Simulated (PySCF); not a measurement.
**Br$_{2}$, SMILES `BrBr`: what the electrons do**

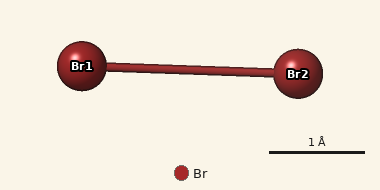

The molecule, with its atoms numbered as below. No frequency check shows the geometry to be a minimum.

Cartesian coordinates (Å):

```
Br1      1.1407    0.0000    0.0000
Br2     -1.1407    0.0000    0.0000
```

## 1. Bonding charge

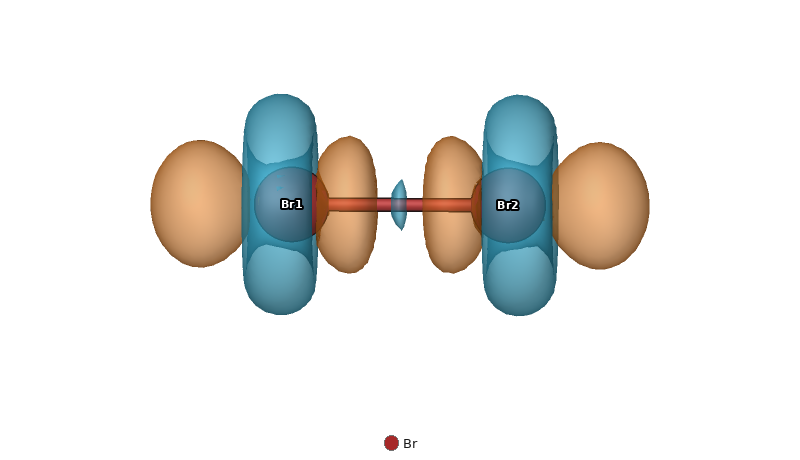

Deformation density (molecule less spherical, spin-averaged free atoms at the same positions), surfaces at ±0.04 e/Å³; light blue: gain, orange: loss.

PySCF calculation, PBE0/def2-TZVP, gas phase; geometry: GFN2-xTB.

Question: Describe the bonding that the map shows.

Answer: Br1–Br2: +0.06 e/Å³ at the bond critical point (bond length 2.28 Å, Mayer order 1.1). In all, 0.6 electrons gather in the regions of gain relative to the promolecule. A small or negative value marks a very polar bond, one between electron-rich atoms, whose free-atom densities already overlap strongly, a long bond to a heavier atom, or a closed-shell contact such as a hydrogen bond.

Question: Where do the Hirshfeld charges lie?

Answer: The highest Hirshfeld charge is on Br1 and Br2 (0.00 e), the lowest on Br1 and Br2 (0.00 e).

## 2. Electrostatic potential

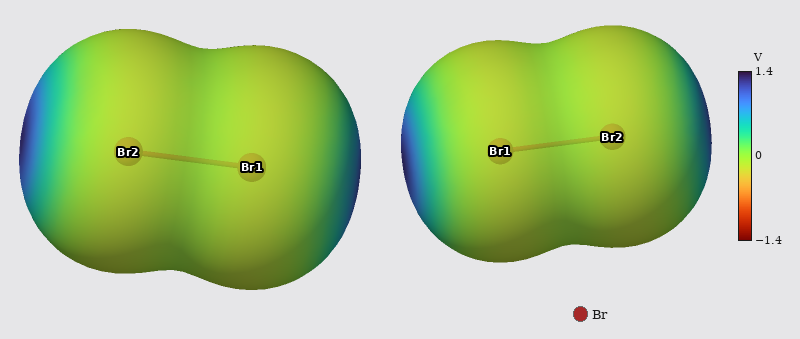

Electrostatic potential on the surface of electron density 0.001 a.u. (back view left, front view right).

Question: Where are the extremes of the potential on the surface?

Answer: Highest: 1.31 V, 2.0 Å from Br2, and at like points elsewhere. Further maxima include −0.01 V, off the Br1–Br2 bond (2.3 to 2.4 Å from its atoms), and at like points elsewhere. Lowest: −0.17 V, 2.2 Å from Br1, and at like points elsewhere. The surface is sampled at points, so like sites can differ by a few per cent and only the strongest of them is named.

Question: Does Br2 carry a σ-hole?

Answer: Yes: a local maximum of +1.31 V lies on the extension of the Br1–Br2 bond.

## 3. Localised orbitals

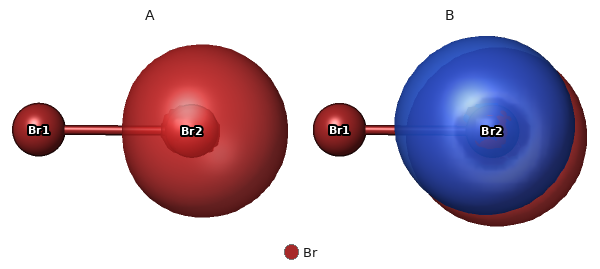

Intrinsic bond orbitals (IBO), occupied; each surface holds about 85 % of the orbital's density. Energies are diagonal elements of the Fock matrix.

Method: LDA (SVWN)/def2-SVPD; geometry: GFN2-xTB; program: PySCF.

Question: Identify each orbital.

Answer: By panel:
- A: lone pair on Br2 (s-type) (Br2 100 %; −19.4 eV)
- B: lone pair on Br2 (p-type) (Br2 100 %; −8.1 eV)

The PySCF runs shown took 4.6 s and 4.2 s on 1 thread of AMD EPYC 7R43 64-Core Processor (Zen 3), with other jobs on the host.
